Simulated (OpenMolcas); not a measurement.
# Run report: MgO, relativistic diatomic calculation (part 2 of 2)

Continued. System: MgO. Method: SA-CASSCF(6,7)/XMS-CASPT2 + RASSI spin-orbit (X2C scalar, AMFI), ANO-RCC-VTZP (OpenMolcas).

Log (extracts), continued:
```
++ Dipole transition strengths (spin-free states):
     for osc. strength at least  1.00000000E-05
      From   To        Osc. strength     Einstein coefficients Ax, Ay, Az (sec-1)    Total A (sec-1)
         5    2       8.12292721E-04  5.11815284E+01  4.12089499E+02  0.00000000E+00  4.63271027E+02
         5    1       8.12292716E-04  4.12089496E+02  5.11815280E+01  0.00000000E+00  4.63271024E+02
         5    6       1.46631978E-02  0.00000000E+00  0.00000000E+00  4.43947888E+06  4.43947888E+06
         5    4       3.26099392E-03  4.06900307E+05  4.27608217E+06  0.00000000E+00  4.68298248E+06
         5    3       3.26099371E-03  4.27608190E+06  4.06900277E+05  0.00000000E+00  4.68298218E+06
         2    6       8.98692447E-02  2.74446433E+06  2.21540445E+07  0.00000000E+00  2.48985089E+07
         2    7       9.39920847E-02  3.16090831E+07  1.47406219E+07  0.00000000E+00  4.63497051E+07
         2    8       9.38137280E-02  1.46827621E+07  3.16750770E+07  0.00000000E+00  4.63578392E+07
         2    9       1.04761034E-01  4.68410666E+07  5.80782453E+06  0.00000000E+00  5.26488911E+07
         2   10       1.26804130E-02  1.39165748E+07  1.29790303E+06  0.00000000E+00  1.52144778E+07
         2   11       1.21947958E-02  1.14024097E+06  1.35001669E+07  0.00000000E+00  1.46404078E+07
         2    4       3.72380382E-02  0.00000000E+00  0.00000000E+00  5.13658928E+07  5.13658928E+07
         2    3       5.44575625E-05  0.00000000E+00  0.00000000E+00  7.51183858E+04  7.51183858E+04
         1    6       8.98692446E-02  2.21540445E+07  2.74446432E+06  0.00000000E+00  2.48985089E+07
         1    7       9.39921137E-02  1.47406247E+07  3.16090946E+07  0.00000000E+00  4.63497193E+07
         1    8       9.38137293E-02  3.16750768E+07  1.46827630E+07  0.00000000E+00  4.63578398E+07
         1    9       1.04761004E-01  5.80782210E+06  4.68410539E+07  0.00000000E+00  5.26488760E+07
         1   10       1.26804130E-02  1.29790308E+06  1.39165747E+07  0.00000000E+00  1.52144778E+07
         1   11       1.21947957E-02  1.35001667E+07  1.14024096E+06  0.00000000E+00  1.46404077E+07
         1    4       5.44575623E-05  0.00000000E+00  0.00000000E+00  7.51183856E+04  7.51183856E+04
         1    3       3.72380397E-02  0.00000000E+00  0.00000000E+00  5.13658950E+07  5.13658950E+07
        12   14       2.55856946E-03  0.00000000E+00  0.00000000E+00  6.86690129E+05  6.86690129E+05
         6    4       4.34417597E-03  1.58755085E+05  1.66604504E+06  0.00000000E+00  1.82480012E+06
         6    3       4.34417612E-03  1.66604509E+06  1.58755093E+05  0.00000000E+00  1.82480019E+06
        13   17       2.80830803E-02  0.00000000E+00  0.00000000E+00  4.79997752E+05  4.79997752E+05
         7   10       5.71077253E-04  0.00000000E+00  0.00000000E+00  8.82673893E+04  8.82673893E+04
         7   11       6.31153717E-04  0.00000000E+00  0.00000000E+00  9.77126581E+04  9.77126581E+04
         7    4       4.63379780E-03  6.65982135E+05  3.67439632E+05  0.00000000E+00  1.03342177E+06
         7    3       4.63379881E-03  3.67439670E+05  6.65982323E+05  0.00000000E+00  1.03342199E+06
         8   10       8.80699516E-04  0.00000000E+00  0.00000000E+00  1.35619246E+05  1.35619246E+05
         8   11       5.53240562E-04  0.00000000E+00  0.00000000E+00  8.53334225E+04  8.53334225E+04
         8    4       4.59863717E-03  3.60717943E+05  6.61698956E+05  0.00000000E+00  1.02241690E+06
         8    3       4.59863702E-03  6.61698920E+05  3.60717947E+05  0.00000000E+00  1.02241687E+06
         9    4       3.23162212E-03  6.39286344E+05  6.11544554E+04  0.00000000E+00  7.00440799E+05
         9    3       3.23162099E-03  6.11544175E+04  6.39286137E+05  0.00000000E+00  7.00440555E+05
        10    4       2.81423459E-04  1.64630591E+03  1.14649220E+02  0.00000000E+00  1.76095513E+03
        10    3       2.81423441E-04  1.14649228E+02  1.64630579E+03  0.00000000E+00  1.76095502E+03
        11    4       2.74967311E-04  1.05641866E+02  1.60095282E+03  0.00000000E+00  1.70659469E+03
        11    3       2.74967304E-04  1.60095280E+03  1.05641846E+02  0.00000000E+00  1.70659465E+03
        18   20       1.16395071E-04  2.26863628E+02  1.95872925E+03  0.00000000E+00  2.18559288E+03
        18   23       1.97916159E-04  6.76791893E+03  7.82314601E+02  0.00000000E+00  7.55023354E+03
        18   24       3.65841485E-01  2.19229005E+07  1.90501999E+08  0.00000000E+00  2.12424899E+08
        19   20       1.16395206E-04  1.95873064E+03  2.26864055E+02  0.00000000E+00  2.18559469E+03
        19   23       1.97916373E-04  7.82315657E+02  6.76792433E+03  0.00000000E+00  7.55023998E+03
        19   24       3.65841476E-01  1.90501983E+08  2.19228987E+07  0.00000000E+00  2.12424882E+08
        20   24       2.08832612E-04  0.00000000E+00  0.00000000E+00  8.15678483E+04  8.15678483E+04
 Electric-quadrupole - electric-quadrupole not included
 Electric-dipole - electric-octupole not included
 Electric-dipole - magnetic-quadrupole not included
   Eigenvalues of complex Hamiltonian:
  (Shifted by EMIN (a.u.) =       -275.2307462744)
 SO State       Relative EMIN(au)   Rel lowest level(eV)    D:o, cm**(-1)      Omega
     1            -0.0000002155        0.0000000000              0.0000         0.0
     2             0.0042110762        0.1145950845            924.2717         1.0
     3             0.0042110762        0.1145950845            924.2717         1.0
     4             0.0312175170        0.8494777748           6851.5003         0.0
     5             0.0312193587        0.8495278901           6851.9045         1.0
     6             0.0312193587        0.8495278901           6851.9045         1.0
     7             0.0970716424        2.6414598175          21304.8102         0.0
     8             0.1125606328        3.0629367170          24704.2507         1.0
     9             0.1125606328        3.0629367170          24704.2507         1.0
    10             0.1125631246        3.0630045237          24704.7976         0.0
    11             0.1226065840        3.3363009766          26909.0821         1.0
    12             0.1226065840        3.3363009766          26909.0821         1.0
    13             0.1226073732        3.3363224510          26909.2553         0.0
    14             0.1269639208        3.4548701524          27865.4070         2.9
    15             0.1269639208        3.4548701524          27865.4070         2.9
    16             0.1269807005        3.4553267500          27869.0897         2.0
    17             0.1271379236        3.4596050091          27903.5962         2.0
    18             0.1274204845        3.4672938817          27965.6111         1.2
    19             0.1274204845        3.4672938817          27965.6111         1.2
    20             0.1282484027        3.4898226845          28147.3182         2.0
    21             0.1283443259        3.4924328885          28168.3709         2.0
    22             0.1292851113        3.5180329637          28374.8494         0.0
    23             0.1356277051        3.6906237313          29766.8879         0.0
    24             0.1356357940        3.6908438436          29768.6632         1.0
    25             0.1356357940        3.6908438436          29768.6632         1.0
    26             0.1974573400        5.3730938083          43336.9242         2.0
    27             0.1975140756        5.3746376630          43349.3762         2.0
    28             0.1994243965        5.4266201428          43768.6432         1.0
    29             0.1994243965        5.4266201428          43768.6432         1.0
    30             0.1994589682        5.4275608868          43776.2308         0.0
    31             0.1994597017        5.4275808464          43776.3918         0.0
    32             0.1994958766        5.4285652153          43784.3313         1.0
    33             0.1994958805        5.4285653226          43784.3321         1.0
    34             0.1995340216        5.4296031945          43792.7031         2.0
    35             0.1995340254        5.4296032963          43792.7039         2.0
    36             0.1995737732        5.4306848894          43801.4276         3.0
    37             0.1995737732        5.4306848894          43801.4276         3.0
    38             0.2114128735        5.7528432214          46399.8098         1.0
    39             0.2114128735        5.7528432214          46399.8098         1.0
    40             0.2236604850        6.0861177093          49087.8498         2.0
    41             0.2236604850        6.0861177092          49087.8498         2.0
    42             0.2236734214        6.0864697265          49090.6890         1.0
    43             0.2236734214        6.0864697263          49090.6890         1.0
    44             0.2236777389        6.0865872111          49091.6366         0.0
    45             0.2295543534        6.2464980370          50381.4044         4.0
    46             0.2295543534        6.2464980368          50381.4044         4.0
    47             0.2296740006        6.2497538028          50407.6639         3.0
    48             0.2296740006        6.2497538028          50407.6639         3.0
    49             0.2297688637        6.2523351604          50428.4839         2.0
    50             0.2298274482        6.2539293264          50441.3418         2.0
    51             0.2299215773        6.2564907097          50462.0007         1.1
    52             0.2299215773        6.2564907097          50462.0007         1.1
    53             0.2300390212        6.2596865196          50487.7767         0.2
    54             0.2300390224        6.2596865545          50487.7769         0.2
    55             0.2339598123        6.3663766804          51348.2908         0.0
    56             0.2339633157        6.3664720146          51349.0598         1.0
    57             0.2339633157        6.3664720144          51349.0598         1.0
    58             0.2339738095        6.3667575642          51351.3629         2.0
    59             0.2339738095        6.3667575643          51351.3629         2.0
    60             0.3339316672        9.0867494395          73289.5769         2.0
    61             0.3339316672        9.0867494395          73289.5769         2.0
    62             0.3339317017        9.0867503783          73289.5844         1.0
    63             0.3339317017        9.0867503783          73289.5844         1.0
    64             0.3339317132        9.0867506913          73289.5869         0.0
 Weights of the five most important spin-orbit-free states for each spin-orbit state.
 SO State  Total energy (au)           Spin-free states, spin, and weights
    1        -0.000000       5 0.0  1.0000   17 1.0  0.0000   13 1.0  0.0000    6 0.0  0.0000   12 1.0  0.0000
    2         0.004211       2 0.0  0.9999   12 1.0  0.0001   13 1.0  0.0000   14 1.0  0.0000   15 1.0  0.0000
    3         0.004211       1 0.0  0.9999   12 1.0  0.0001   13 1.0  0.0000   14 1.0  0.0000   15 1.0  0.0000
    4         0.031218      12 1.0  1.0000   23 2.0  0.0000    9 0.0  0.0000   19 2.0  0.0000   18 2.0  0.0000
    5         0.031219      12 1.0  0.9999    2 0.0  0.0000    1 0.0  0.0000   23 2.0  0.0000   17 1.0  0.0000
    6         0.031219      12 1.0  0.9999    1 0.0  0.0000    2 0.0  0.0000   23 2.0  0.0000   17 1.0  0.0000
    7         0.097072       6 0.0  1.0000   13 1.0  0.0000   17 1.0  0.0000    5 0.0  0.0000   18 2.0  0.0000
    8         0.112561      13 1.0  0.9998   14 1.0  0.0002    2 0.0  0.0000    1 0.0  0.0000    3 0.0  0.0000
    9         0.112561      13 1.0  0.9998   14 1.0  0.0002    2 0.0  0.0000    1 0.0  0.0000    3 0.0  0.0000
   10         0.112563      13 1.0  1.0000    6 0.0  0.0000    5 0.0  0.0000   18 2.0  0.0000   19 2.0  0.0000
```

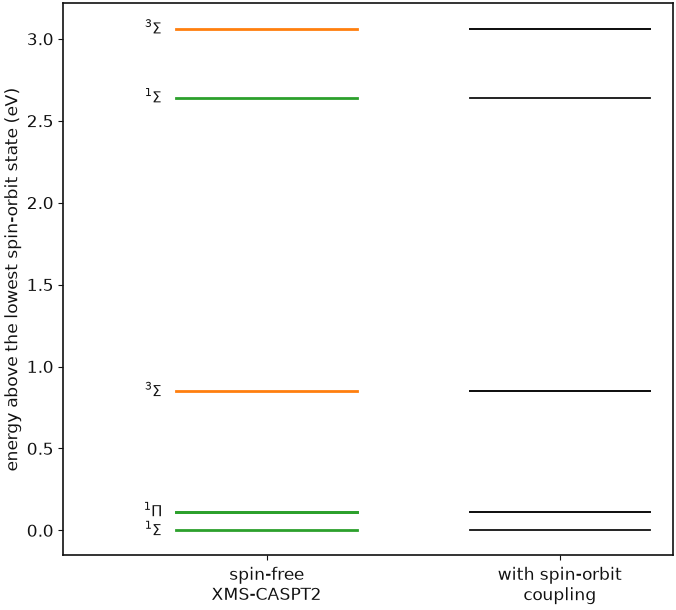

States up to 3.3 eV at 1.885 Å, without spin-orbit coupling (left, a colour for each spin multiplicity) and with it (right, where close levels merge). The spin-free states run ¹Σ (0.00 eV), ¹Π (0.11 eV), ³Σ (0.85 eV), ¹Σ (2.64 eV), ³Σ (3.06 eV) from the lowest. The lowest spin-orbit levels have |Ω| = 0 (0 cm⁻¹), 1 (924 cm⁻¹), 0 (6,852 cm⁻¹), 1 (6,852 cm⁻¹), 0 (21,305 cm⁻¹).

Input:
```
&GATEWAY
Coord
2
angstrom
Mg 0.0 0.0 0.0
O 0.0 0.0 1.8850
Basis=ANO-RCC-VTZP
Group=XY
RX2C
AMFI
ANGMom
0.0 0.0 0.0
RICD
&SEWARD
&GUESSORB
&RASSCF
FileOrb=$CurrDir/o12.orb
Symmetry=2
Spin=1
nActEl=6 0 0
Inactive=5 2
RAS2=3 4
CIRoot=4 4 1
Linear
Iterations=120 100
OrbListing=Nothing
PRWF=0.15
>>COPY $Project.RasOrb $CurrDir/o12.orb
>>COPY $Project.rasscf.h5 $CurrDir/r12.h5
&CASPT2
XMultistate=all
Imaginary=0.2
IPEA=0.25
MaxIter=40
>>COPY $Project.JobMix JOB001
&RASSCF
FileOrb=$CurrDir/o11.orb
Symmetry=1
Spin=1
nActEl=6 0 0
Inactive=5 2
RAS2=3 4
CIRoot=7 7 1
Linear
Iterations=120 100
OrbListing=Nothing
PRWF=0.15
>>COPY $Project.RasOrb $CurrDir/o11.orb
>>COPY $Project.rasscf.h5 $CurrDir/r11.h5
&CASPT2
XMultistate=all
Imaginary=0.2
IPEA=0.25
MaxIter=40
>>COPY $Project.JobMix JOB002
&RASSCF
FileOrb=$CurrDir/o31.orb
Symmetry=1
Spin=3
nActEl=6 0 0
Inactive=5 2
RAS2=3 4
CIRoot=6 6 1
Linear
Iterations=120 100
OrbListing=Nothing
PRWF=0.15
>>COPY $Project.RasOrb $CurrDir/o31.orb
>>COPY $Project.rasscf.h5 $CurrDir/r31.h5
&CASPT2
XMultistate=all
Imaginary=0.2
IPEA=0.25
MaxIter=40
>>COPY $Project.JobMix JOB003
&RASSCF
FileOrb=$CurrDir/o52.orb
Symmetry=2
Spin=5
nActEl=6 0 0
Inactive=5 2
RAS2=3 4
CIRoot=2 2 1
Linear
Iterations=120 100
OrbListing=Nothing
PRWF=0.15
>>COPY $Project.RasOrb $CurrDir/o52.orb
>>COPY $Project.rasscf.h5 $CurrDir/r52.h5
&CASPT2
XMultistate=all
Imaginary=0.2
IPEA=0.25
MaxIter=40
>>COPY $Project.JobMix JOB004
&RASSCF
CIOnly
FileOrb=$CurrDir/ref.orb
Symmetry=1
Spin=5
nActEl=6 0 0
Inactive=5 2
RAS2=3 4
CIRoot=5 5 1
Linear
Iterations=120 100
OrbListing=Nothing
PRWF=0.15
>>COPY $Project.RasOrb $CurrDir/o51.orb
>>COPY $Project.rasscf.h5 $CurrDir/r51.h5
&CASPT2
XMultistate=all
Imaginary=0.2
IPEA=0.25
MaxIter=40
>>COPY $Project.JobMix JOB005
&RASSI
Nr of JobIphs=5 4 7 6 2 5
1 2 3 4
1 2 3 4 5 6 7
1 2 3 4 5 6
1 2
1 2 3 4 5
SpinOrbit
EJob
Omega
MEES
MESO
Properties=4
'AngMom' 3 'Mltpl  1' 1 'Mltpl  1' 2 'Mltpl  1' 3
Thrs=1.0d-4
>>COPY $Project.rassi.h5 $CurrDir/so.h5
```

The first orbital files come from an earlier step.

Run as:
```bash
pymolcas m.inp (one call a module block, same work directory)
```

Key numbers:

- outcome: converged; components of a degenerate state are split by 42 cm⁻¹
- lowest spin-free state: ¹Σ
- lowest spin-orbit level: Ω = 0, −275.23075 hartree
- next level: Ω = 1, 924 cm⁻¹
- hardware: 1 CPU thread, shared host
- wall time: 34 s

Remarks:

Caveats: the two components of ³Δ at 3.46 eV, degenerate in CASSCF as they must be, are split by 42 cm⁻¹ in XMS-CASPT2, an artefact that passes into its spin-orbit levels; 8 of the 64 spin-orbit states have no clean Ω, so their splittings aren't to be trusted.
